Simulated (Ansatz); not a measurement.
# BP (triplet): PBE0, B3LYP over a scan of the distance B1–P2, 6-31G, part 2 of 2

Ansatz 0.2.0, Gaussian basis; 6-31G, all electrons in the functionals.

### Step 12. PBE0, 5.805 Å

in.yaml reads:

```yaml
crystal:
  periodic: [false, false, false]
  atoms:
    - {symbol: B, position_ang: [0.000000, 0.000000, 0.000000]}
    - {symbol: P, position_ang: [0.000000, 0.000000, 5.805000]}
basis:
  gaussian: {orbitals: 6-31G}
magnetization: {spin_polarized: true, initial_magnetization: 2}
hamiltonian: {xc: {name: PBE0}}
output: {orbitals: {seedname: orbitals}}
```

Started as:

```
ansatz run in.yaml --threads 1 --pin off --events-out ev --progress --plain --max-ram 2393MiB
```

Standard output:

```text
Functional definition: PBE0
  name "PBE0"
  cite "Adamo & Barone, J. Chem. Phys. 110, 6158 (1999) doi:10.1063/1.478522"
  cite "Perdew, Burke & Ernzerhof, Phys. Rev. Lett. 77, 3865 (1996) doi:10.1103/PhysRevLett.77.3865"
  parent pbe
  parameter a = 0.25
  parameter kappa = 0.804
  parameter beta = 0.06672455060314922
  exchange = (1 - a)*pbe_x(kappa = kappa, mu = beta*pi^2/3) + a*exact_x
  correlation = pbe_c(beta = beta)
266 factors; integrals over basis functions are off by at most 1.8e-4 eV
mean field evaluation 1: about -9944.5341 eV, gradient 1.2e1 eV
mean field evaluation 2: about -9779.3061 eV, gradient 7.6e1 eV
mean field evaluation 4: about -9866.1034 eV, gradient 4.8e1 eV
mean field evaluation 8: about -9951.7295 eV, gradient 3.5e-1 eV
mean field evaluation 16: about -9951.7345 eV, gradient 4.0e-6 eV
mean field -9951.73454294 eV, -365.7194989250 hartree, gradient 3.9e-6 eV, S^2 2.999149; 1 other end points of the search recorded, 0 dependent functions left out
reference -9951.73456950 eV, -365.7194999011 hartree; 11, 9 occupied and 11, 13 virtual orbitals, 266 factors
Total energy: -9951.73456950 eV, -365.7194999011 hartree
```

It took 0.9 s on 1 thread of Intel Xeon at 2.80GHz, shared host.

From the report: ⟨S²⟩ of the determinant 2.999 (pure triplet: 2.00). The determinant of PBE0 (⟨S²⟩ 3.00) is far from a pure spin state, so its energy mixes those of several spin states; that is harmless only where they are near-degenerate.

From 1.736 Å: +2.987 eV.

Orbitals, density, ELF and potential are computed afterwards from the orbital file.

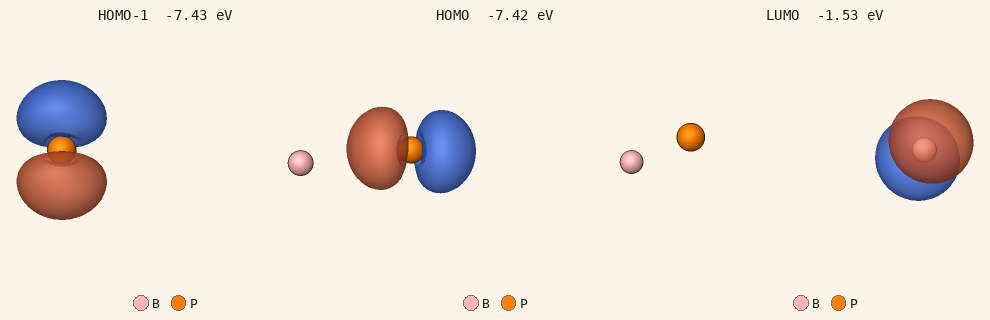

PBE0/6-31G orbitals (alpha spin) near the gap, drawn at the value that encloses 70 % of each; the two colours are the two signs.

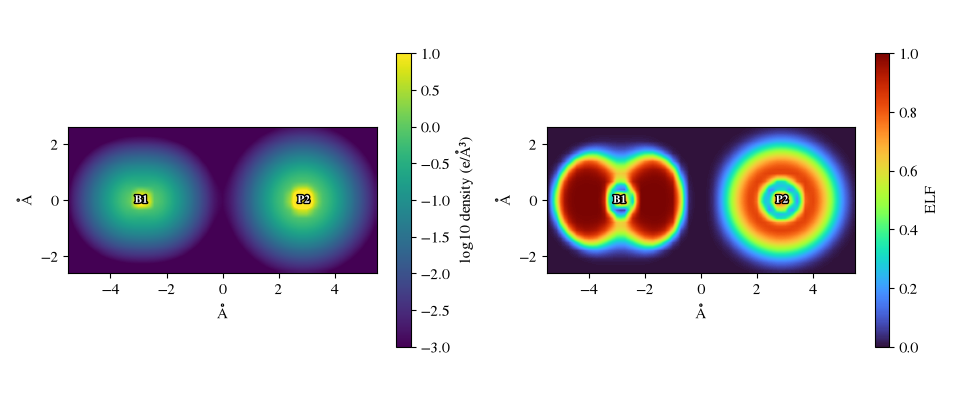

Density (left) and ELF (right) in a plane through or near 2 of the atoms.

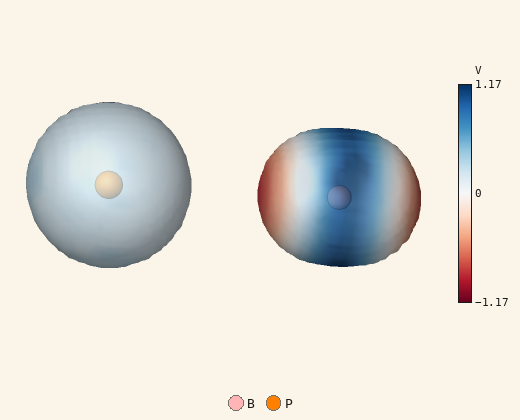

Electrostatic potential on the surface of density 0.002 e/bohr³; red is low, blue high. It runs from -0.74 to 1.17 V.

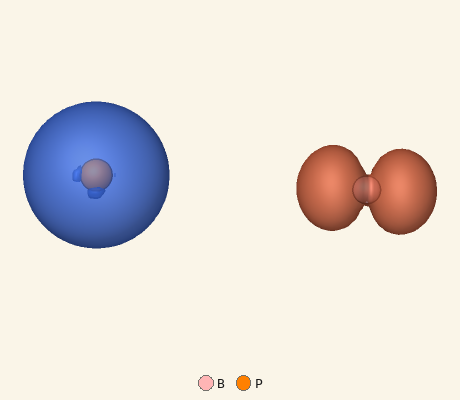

Spin density at ±0.05 e/Å³ (alpha excess blue, beta excess red).

### Step 13. B3LYP, 1.396 Å

in.yaml reads:

```yaml
crystal:
  periodic: [false, false, false]
  atoms:
    - {symbol: B, position_ang: [0.000000, 0.000000, 0.000000]}
    - {symbol: P, position_ang: [0.000000, 0.000000, 1.396000]}
basis:
  gaussian: {orbitals: 6-31G}
magnetization: {spin_polarized: true, initial_magnetization: 2}
hamiltonian: {xc: {name: B3LYP}}
```

Launched as before.

Standard output, shortened:

```text
Functional definition: B3LYP
  name "B3LYP"
  cite "Stephens, Devlin, Chabalowski & Frisch, J. Phys. Chem. 98, 11623 (1994) doi:10.1021/j100096a001"
  cite "Becke, Phys. Rev. A 38, 3098 (1988) doi:10.1103/PhysRevA.38.3098"
  cite "Lee, Yang & Parr, Phys. Rev. B 37, 785 (1988) doi:10.1103/PhysRevB.37.785"
  cite "Vosko, Wilk & Nusair, Can. J. Phys. 58, 1200 (1980) doi:10.1139/p80-159"
[...]
266 factors; integrals over basis functions are off by at most 6.5e-5 eV
[...]
mean field -9956.05821938 eV, -365.8783911037 hartree, gradient 6.4e-5 eV, S^2 2.004406; 2 other end points of the search recorded, 0 dependent functions left out
reference -9956.05838661 eV, -365.8783972492 hartree; 11, 9 occupied and 11, 13 virtual orbitals, 266 factors
Total energy: -9956.05838661 eV, -365.8783972492 hartree
```

It took 0.63 s on 1 thread of Intel Xeon at 2.80GHz, shared host.

From the report: ⟨S²⟩ of the determinant 2.004 (pure triplet: 2.00).

### Step 14. B3LYP, 1.585 Å

in.yaml, as its differences from that of step 13:

```diff
@@ -4,3 +4,3 @@
     - {symbol: B, position_ang: [0.000000, 0.000000, 0.000000]}
-    - {symbol: P, position_ang: [0.000000, 0.000000, 1.396000]}
+    - {symbol: P, position_ang: [0.000000, 0.000000, 1.585000]}
 basis:
```

Launched as before.

Standard output, shortened:

```text
Functional definition: B3LYP
  name "B3LYP"
  cite "Stephens, Devlin, Chabalowski & Frisch, J. Phys. Chem. 98, 11623 (1994) doi:10.1021/j100096a001"
  cite "Becke, Phys. Rev. A 38, 3098 (1988) doi:10.1103/PhysRevA.38.3098"
  cite "Lee, Yang & Parr, Phys. Rev. B 37, 785 (1988) doi:10.1103/PhysRevB.37.785"
  cite "Vosko, Wilk & Nusair, Can. J. Phys. 58, 1200 (1980) doi:10.1139/p80-159"
[...]
266 factors; integrals over basis functions are off by at most 1.1e-4 eV
[...]
mean field -9959.10341587 eV, -365.9903000103 hartree, gradient 3.6e-6 eV, S^2 2.005265; 1 other end points of the search recorded, 0 dependent functions left out
reference -9959.10358802 eV, -365.9903063368 hartree; 11, 9 occupied and 11, 13 virtual orbitals, 266 factors
Total energy: -9959.10358802 eV, -365.9903063368 hartree
```

Wall time 0.6 s (1 thread of Intel Xeon at 2.80GHz, shared host).

From the report: ⟨S²⟩ of the determinant 2.005 (pure triplet: 2.00).

### Step 15. B3LYP, 1.736 Å

in.yaml, as its differences from that of step 14:

```diff
@@ -4,3 +4,3 @@
     - {symbol: B, position_ang: [0.000000, 0.000000, 0.000000]}
-    - {symbol: P, position_ang: [0.000000, 0.000000, 1.585000]}
+    - {symbol: P, position_ang: [0.000000, 0.000000, 1.736300]}
 basis:
```

The command is unchanged.

Standard output, shortened:

```text
Functional definition: B3LYP
  name "B3LYP"
  cite "Stephens, Devlin, Chabalowski & Frisch, J. Phys. Chem. 98, 11623 (1994) doi:10.1021/j100096a001"
  cite "Becke, Phys. Rev. A 38, 3098 (1988) doi:10.1103/PhysRevA.38.3098"
  cite "Lee, Yang & Parr, Phys. Rev. B 37, 785 (1988) doi:10.1103/PhysRevB.37.785"
  cite "Vosko, Wilk & Nusair, Can. J. Phys. 58, 1200 (1980) doi:10.1139/p80-159"
[...]
266 factors; integrals over basis functions are off by at most 1.3e-4 eV
[...]
mean field -9959.79841734 eV, -366.0158408434 hartree, gradient 4.1e-5 eV, S^2 2.005527; 3 other end points of the search recorded, 0 dependent functions left out
reference -9959.79859412 eV, -366.0158473398 hartree; 11, 9 occupied and 11, 13 virtual orbitals, 266 factors
Total energy: -9959.79859412 eV, -366.0158473398 hartree
```

Run time: 0.66 s. Hardware: 1 thread of Intel Xeon at 2.80GHz, shared host.

From the report: ⟨S²⟩ of the determinant 2.006 (pure triplet: 2.00).

### Step 16. B3LYP, 1.895 Å

in.yaml, as its differences from that of step 15:

```diff
@@ -4,3 +4,3 @@
     - {symbol: B, position_ang: [0.000000, 0.000000, 0.000000]}
-    - {symbol: P, position_ang: [0.000000, 0.000000, 1.736300]}
+    - {symbol: P, position_ang: [0.000000, 0.000000, 1.895000]}
 basis:
```

Launched as before.

Standard output, shortened:

```text
Functional definition: B3LYP
  name "B3LYP"
  cite "Stephens, Devlin, Chabalowski & Frisch, J. Phys. Chem. 98, 11623 (1994) doi:10.1021/j100096a001"
  cite "Becke, Phys. Rev. A 38, 3098 (1988) doi:10.1103/PhysRevA.38.3098"
  cite "Lee, Yang & Parr, Phys. Rev. B 37, 785 (1988) doi:10.1103/PhysRevB.37.785"
  cite "Vosko, Wilk & Nusair, Can. J. Phys. 58, 1200 (1980) doi:10.1139/p80-159"
[...]
266 factors; integrals over basis functions are off by at most 1.3e-4 eV
[...]
mean field -9959.73639982 eV, -366.0135617417 hartree, gradient 1.9e-5 eV, S^2 2.005085; 2 other end points of the search recorded, 0 dependent functions left out
reference -9959.73658137 eV, -366.0135684134 hartree; 11, 9 occupied and 11, 13 virtual orbitals, 266 factors
Total energy: -9959.73658137 eV, -366.0135684134 hartree
```

Wall time 0.72 s (1 thread of Intel Xeon at 2.80GHz, shared host).

From the report: ⟨S²⟩ of the determinant 2.005 (pure triplet: 2.00).

From 1.736 Å: +0.062 eV.

### Step 17. B3LYP, 2.122 Å

in.yaml, as its differences from that of step 16:

```diff
@@ -4,3 +4,3 @@
     - {symbol: B, position_ang: [0.000000, 0.000000, 0.000000]}
-    - {symbol: P, position_ang: [0.000000, 0.000000, 1.895000]}
+    - {symbol: P, position_ang: [0.000000, 0.000000, 2.122000]}
 basis:
```

The command is unchanged.

Standard output, shortened:

```text
Functional definition: B3LYP
  name "B3LYP"
  cite "Stephens, Devlin, Chabalowski & Frisch, J. Phys. Chem. 98, 11623 (1994) doi:10.1021/j100096a001"
  cite "Becke, Phys. Rev. A 38, 3098 (1988) doi:10.1103/PhysRevA.38.3098"
  cite "Lee, Yang & Parr, Phys. Rev. B 37, 785 (1988) doi:10.1103/PhysRevB.37.785"
  cite "Vosko, Wilk & Nusair, Can. J. Phys. 58, 1200 (1980) doi:10.1139/p80-159"
[...]
266 factors; integrals over basis functions are off by at most 1.4e-4 eV
[...]
mean field -9959.10054244 eV, -365.9901944138 hartree, gradient 2.6e-6 eV, S^2 2.006163; 8 other end points of the search recorded, 0 dependent functions left out
reference -9959.10072991 eV, -365.9902013032 hartree; 11, 9 occupied and 11, 13 virtual orbitals, 266 factors
Total energy: -9959.10072991 eV, -365.9902013032 hartree
```

Run time: 1.7 s. Hardware: 1 thread of Intel Xeon at 2.80GHz, shared host.

From the report: ⟨S²⟩ of the determinant 2.006 (pure triplet: 2.00).

From 1.736 Å: +0.698 eV.

### Step 18. B3LYP, 2.375 Å

in.yaml, as its differences from that of step 17:

```diff
@@ -4,3 +4,3 @@
     - {symbol: B, position_ang: [0.000000, 0.000000, 0.000000]}
-    - {symbol: P, position_ang: [0.000000, 0.000000, 2.122000]}
+    - {symbol: P, position_ang: [0.000000, 0.000000, 2.375000]}
 basis:
```

Same command.

Standard output, shortened:

```text
Functional definition: B3LYP
  name "B3LYP"
  cite "Stephens, Devlin, Chabalowski & Frisch, J. Phys. Chem. 98, 11623 (1994) doi:10.1021/j100096a001"
  cite "Becke, Phys. Rev. A 38, 3098 (1988) doi:10.1103/PhysRevA.38.3098"
  cite "Lee, Yang & Parr, Phys. Rev. B 37, 785 (1988) doi:10.1103/PhysRevB.37.785"
  cite "Vosko, Wilk & Nusair, Can. J. Phys. 58, 1200 (1980) doi:10.1139/p80-159"
[...]
266 factors; integrals over basis functions are off by at most 1.8e-4 eV
[...]
mean field -9958.64869039 eV, -365.9735891572 hartree, gradient 2.1e-6 eV, S^2 2.010249; 4 other end points of the search recorded, 0 dependent functions left out
reference -9958.64888104 eV, -365.9735961637 hartree; 11, 9 occupied and 11, 13 virtual orbitals, 266 factors
Total energy: -9958.64888104 eV, -365.9735961637 hartree
```

Wall time 1.4 s (1 thread of Intel Xeon at 2.80GHz, shared host).

From the report: ⟨S²⟩ of the determinant 2.010 (pure triplet: 2.00).

From 1.736 Å: +1.150 eV.

### Step 19. B3LYP, 2.843 Å

in.yaml, as its differences from that of step 18:

```diff
@@ -4,3 +4,3 @@
     - {symbol: B, position_ang: [0.000000, 0.000000, 0.000000]}
-    - {symbol: P, position_ang: [0.000000, 0.000000, 2.375000]}
+    - {symbol: P, position_ang: [0.000000, 0.000000, 2.843000]}
 basis:
```

Same command.

Standard output, shortened:

```text
Functional definition: B3LYP
  name "B3LYP"
  cite "Stephens, Devlin, Chabalowski & Frisch, J. Phys. Chem. 98, 11623 (1994) doi:10.1021/j100096a001"
  cite "Becke, Phys. Rev. A 38, 3098 (1988) doi:10.1103/PhysRevA.38.3098"
  cite "Lee, Yang & Parr, Phys. Rev. B 37, 785 (1988) doi:10.1103/PhysRevB.37.785"
  cite "Vosko, Wilk & Nusair, Can. J. Phys. 58, 1200 (1980) doi:10.1139/p80-159"
[...]
266 factors; integrals over basis functions are off by at most 1.4e-4 eV
[...]
mean field -9957.87383607 eV, -365.9451137862 hartree, gradient 5.7e-6 eV, S^2 2.126522; 3 other end points of the search recorded, 0 dependent functions left out
reference -9957.87402952 eV, -365.9451208953 hartree; 11, 9 occupied and 11, 13 virtual orbitals, 266 factors
Total energy: -9957.87402952 eV, -365.9451208953 hartree
```

It took 0.81 s on 1 thread of Intel Xeon at 2.80GHz, shared host.

From the report: ⟨S²⟩ of the determinant 2.127 (pure triplet: 2.00).

From 1.736 Å: +1.925 eV.

### Step 20. B3LYP, 3.290 Å

in.yaml, as its differences from that of step 19:

```diff
@@ -4,3 +4,3 @@
     - {symbol: B, position_ang: [0.000000, 0.000000, 0.000000]}
-    - {symbol: P, position_ang: [0.000000, 0.000000, 2.843000]}
+    - {symbol: P, position_ang: [0.000000, 0.000000, 3.290000]}
 basis:
```

The command is unchanged.

Standard output, shortened:

```text
Functional definition: B3LYP
  name "B3LYP"
  cite "Stephens, Devlin, Chabalowski & Frisch, J. Phys. Chem. 98, 11623 (1994) doi:10.1021/j100096a001"
  cite "Becke, Phys. Rev. A 38, 3098 (1988) doi:10.1103/PhysRevA.38.3098"
  cite "Lee, Yang & Parr, Phys. Rev. B 37, 785 (1988) doi:10.1103/PhysRevB.37.785"
  cite "Vosko, Wilk & Nusair, Can. J. Phys. 58, 1200 (1980) doi:10.1139/p80-159"
[...]
266 factors; integrals over basis functions are off by at most 2.2e-4 eV
[...]
mean field -9957.35161053 eV, -365.9259223515 hartree, gradient 5.2e-6 eV, S^2 2.542037; 2 other end points of the search recorded, 0 dependent functions left out
reference -9957.35181062 eV, -365.9259297050 hartree; 11, 9 occupied and 11, 13 virtual orbitals, 266 factors
Total energy: -9957.35181062 eV, -365.9259297050 hartree
```

Wall time 0.81 s (1 thread of Intel Xeon at 2.80GHz, shared host).

From the report: ⟨S²⟩ of the determinant 2.542 (pure triplet: 2.00). The determinant of B3LYP (⟨S²⟩ 2.54) is far from a pure spin state, so its energy mixes those of several spin states; that is harmless only where they are near-degenerate.

From 1.736 Å: +2.447 eV.

### Step 21. B3LYP, 3.849 Å

in.yaml, as its differences from that of step 20:

```diff
@@ -4,3 +4,3 @@
     - {symbol: B, position_ang: [0.000000, 0.000000, 0.000000]}
-    - {symbol: P, position_ang: [0.000000, 0.000000, 3.290000]}
+    - {symbol: P, position_ang: [0.000000, 0.000000, 3.849000]}
 basis:
```

Launched as before.

Standard output, shortened:

```text
Functional definition: B3LYP
  name "B3LYP"
  cite "Stephens, Devlin, Chabalowski & Frisch, J. Phys. Chem. 98, 11623 (1994) doi:10.1021/j100096a001"
  cite "Becke, Phys. Rev. A 38, 3098 (1988) doi:10.1103/PhysRevA.38.3098"
  cite "Lee, Yang & Parr, Phys. Rev. B 37, 785 (1988) doi:10.1103/PhysRevB.37.785"
  cite "Vosko, Wilk & Nusair, Can. J. Phys. 58, 1200 (1980) doi:10.1139/p80-159"
[...]
266 factors; integrals over basis functions are off by at most 2.0e-4 eV
[...]
mean field -9957.06520362 eV, -365.9153970918 hartree, gradient 1.2e-6 eV, S^2 2.825960; 6 other end points of the search recorded, 0 dependent functions left out
reference -9957.06540728 eV, -365.9154045762 hartree; 11, 9 occupied and 11, 13 virtual orbitals, 266 factors
Total energy: -9957.06540728 eV, -365.9154045762 hartree
```

Wall time 2.6 s (1 thread of Intel Xeon at 2.80GHz, shared host).

From the report: ⟨S²⟩ of the determinant 2.826 (pure triplet: 2.00). The determinant of B3LYP (⟨S²⟩ 2.83) is far from a pure spin state, so its energy mixes those of several spin states; that is harmless only where they are near-degenerate.

From 1.736 Å: +2.733 eV.

### Step 22. B3LYP, 4.788 Å

in.yaml, as its differences from that of step 21:

```diff
@@ -4,3 +4,3 @@
     - {symbol: B, position_ang: [0.000000, 0.000000, 0.000000]}
-    - {symbol: P, position_ang: [0.000000, 0.000000, 3.849000]}
+    - {symbol: P, position_ang: [0.000000, 0.000000, 4.788000]}
 basis:
```

Launched as before.

Standard output, shortened:

```text
Functional definition: B3LYP
  name "B3LYP"
  cite "Stephens, Devlin, Chabalowski & Frisch, J. Phys. Chem. 98, 11623 (1994) doi:10.1021/j100096a001"
  cite "Becke, Phys. Rev. A 38, 3098 (1988) doi:10.1103/PhysRevA.38.3098"
  cite "Lee, Yang & Parr, Phys. Rev. B 37, 785 (1988) doi:10.1103/PhysRevB.37.785"
  cite "Vosko, Wilk & Nusair, Can. J. Phys. 58, 1200 (1980) doi:10.1139/p80-159"
[...]
266 factors; integrals over basis functions are off by at most 4.0e-4 eV
[...]
mean field -9956.90396425 eV, -365.9094716544 hartree, gradient 6.2e-6 eV, S^2 2.969470; 3 other end points of the search recorded, 0 dependent functions left out
reference -9956.90418295 eV, -365.9094796913 hartree; 11, 9 occupied and 11, 13 virtual orbitals, 266 factors
Total energy: -9956.90418295 eV, -365.9094796913 hartree
```

Run time: 0.81 s. Hardware: 1 thread of Intel Xeon at 2.80GHz, shared host.

From the report: ⟨S²⟩ of the determinant 2.969 (pure triplet: 2.00). The determinant of B3LYP (⟨S²⟩ 2.97) is far from a pure spin state, so its energy mixes those of several spin states; that is harmless only where they are near-degenerate.

From 1.736 Å: +2.894 eV.

### Step 23. B3LYP, 5.805 Å

in.yaml, as its differences from that of step 22:

```diff
@@ -4,3 +4,3 @@
     - {symbol: B, position_ang: [0.000000, 0.000000, 0.000000]}
-    - {symbol: P, position_ang: [0.000000, 0.000000, 4.788000]}
+    - {symbol: P, position_ang: [0.000000, 0.000000, 5.805000]}
 basis:
```

Launched as before.

Standard output, shortened:

```text
Functional definition: B3LYP
  name "B3LYP"
  cite "Stephens, Devlin, Chabalowski & Frisch, J. Phys. Chem. 98, 11623 (1994) doi:10.1021/j100096a001"
  cite "Becke, Phys. Rev. A 38, 3098 (1988) doi:10.1103/PhysRevA.38.3098"
  cite "Lee, Yang & Parr, Phys. Rev. B 37, 785 (1988) doi:10.1103/PhysRevB.37.785"
  cite "Vosko, Wilk & Nusair, Can. J. Phys. 58, 1200 (1980) doi:10.1139/p80-159"
[...]
266 factors; integrals over basis functions are off by at most 1.8e-4 eV
[...]
mean field -9956.87033989 eV, -365.9082359820 hartree, gradient 1.6e-6 eV, S^2 2.998432; 6 other end points of the search recorded, 0 dependent functions left out
reference -9956.87057791 eV, -365.9082447288 hartree; 11, 9 occupied and 11, 13 virtual orbitals, 266 factors
Total energy: -9956.87057791 eV, -365.9082447288 hartree
```

Run time: 3.1 s. Hardware: 1 thread of Intel Xeon at 2.80GHz, shared host.

From the report: ⟨S²⟩ of the determinant 2.998 (pure triplet: 2.00). The determinant of B3LYP (⟨S²⟩ 3.00) is far from a pure spin state, so its energy mixes those of several spin states; that is harmless only where they are near-degenerate.

From 1.736 Å: +2.928 eV.

### Step 24. Against the wave-function levels

The yardstick is full CI for this spin, exact in this basis with these frozen cores. It comes from earlier runs at the same points. Energies in eV, counted from 1.736 Å; blanks weren't run or aren't comparable.

```csv
level,1.396 Å,1.585 Å,1.736 Å,1.895 Å,2.122 Å,2.375 Å,2.843 Å,3.290 Å,3.849 Å,4.788 Å,5.805 Å
FCI,4.069,0.821,0.000,-0.042,0.484,0.958,1.496,1.895,2.115,2.205,2.222
PBE0,3.725,0.679,0.000,0.093,0.783,1.236,2.039,2.544,2.817,2.959,2.987
B3LYP,3.740,0.695,0.000,0.062,0.698,1.150,1.925,2.447,2.733,2.894,2.928
```

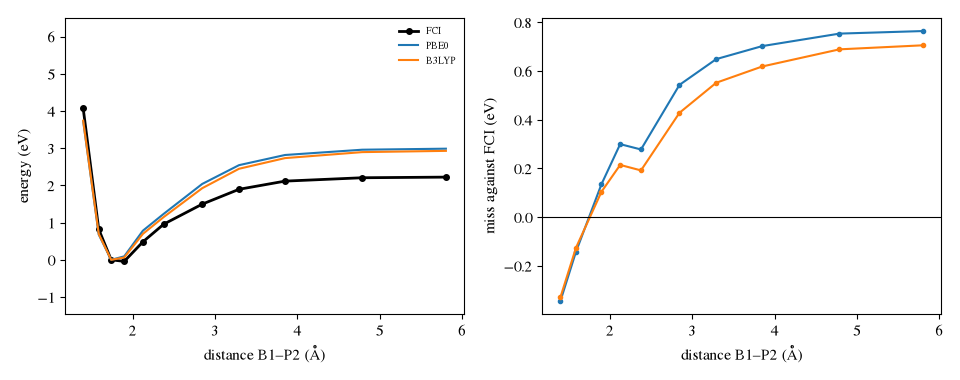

Left: the curves (the axis may cut off levels that run far away). Right: misses against FCI, in the same colours.

Largest miss and mean time a point (FCI took 11 s a point; shared hosts):

```csv
level,largest miss (eV),where,time a point
PBE0,+0.764,5.805 Å,0.93 s
B3LYP,+0.706,5.805 Å,1.3 s
```

### Step 25. Results

This closing draws on all 2 parts.

| quantity | value |
| --- | --- |
| span of the FCI curve | 4.111 eV |
| largest miss, PBE0 | +0.764 eV (5.805 Å) |
| largest miss, B3LYP | +0.706 eV (5.805 Å) |

**Reading.** Of the functionals, B3LYP keep the smallest largest miss at the points compared (at most 0.706 eV) and PBE0 strays most (0.764 eV, at 5.805 Å). PBE0, B3LYP clearly break the spin symmetry at some points (⟨S²⟩ up to 1.00 above the pure value), so energy there is bought with a mixed spin. Functionals and the yardstick converge differently with the basis, so part of each miss in 6-31G is the basis.
